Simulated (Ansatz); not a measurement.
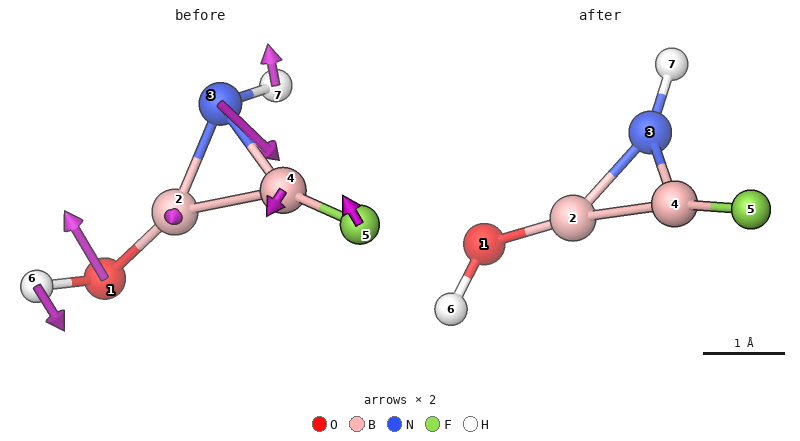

The structure of B$_{2}$NH$_{2}$OF (coarse preliminary run) before (left) and after (right) a relaxation, at one scale. The purple arrows give the displacements, 2 times their true length.

Style: ball-and-stick. Shown from a free direction.

The start comes from a force field.

The calculation used Ansatz 0.2.0, RKS PBE-D4/def2-SVP.

Input file:
```yaml
crystal:
  periodic: [false, false, false]
  atoms:
    - {symbol: O, position_ang: [-1.028400, 0.573300, 1.532600]}
    - {symbol: B, position_ang: [-0.327900, 0.053300, 0.402900]}
    - {symbol: N, position_ang: [0.215500, -1.109500, -0.366200]}
    - {symbol: B, position_ang: [0.719400, 0.201700, -0.996900]}
    - {symbol: F, position_ang: [1.384100, 0.944900, -1.992600]}
    - {symbol: H, position_ang: [-2.004100, 0.710400, 1.180100]}
    - {symbol: H, position_ang: [1.102700, -1.442100, 0.194400]}
basis:
  gaussian: {orbitals: def2-SVP}
hamiltonian: {xc: pbe, dispersion: d4}
relax: {f_tol: 0.03, max_steps: 200}
```

Run as
```bash
ansatz run in.yaml --threads 2 --pin off --events-out ev --progress --plain --max-ram 4352MiB
```

Summarise the run.

Answer. Over 9 geometry steps the energy falls by 269.7 kJ/mol. Largest force component: 3.4 eV/Å at the start, 0.011 eV/Å at the end. The atom that moves furthest after the best rigid fit is N3 (0.58 Å). By element the largest moves are N 0.58 Å, O 0.53 Å, H 0.35 Å, F 0.22 Å, B 0.20 Å. Near-neighbour distances that change, for instance: B2–B4 1.755 → 1.618 Å, N3–B4 1.540 → 1.419 Å, B4–F5 1.409 → 1.331 Å, N3–H7 1.101 → 1.028 Å. Among the angles between lasting bonds that change: B4–N3–H7 101.7° → 146.7°, B2–N3–H7 105.4° → 144.4°, N3–B4–F5 153.2° → 135.0°.
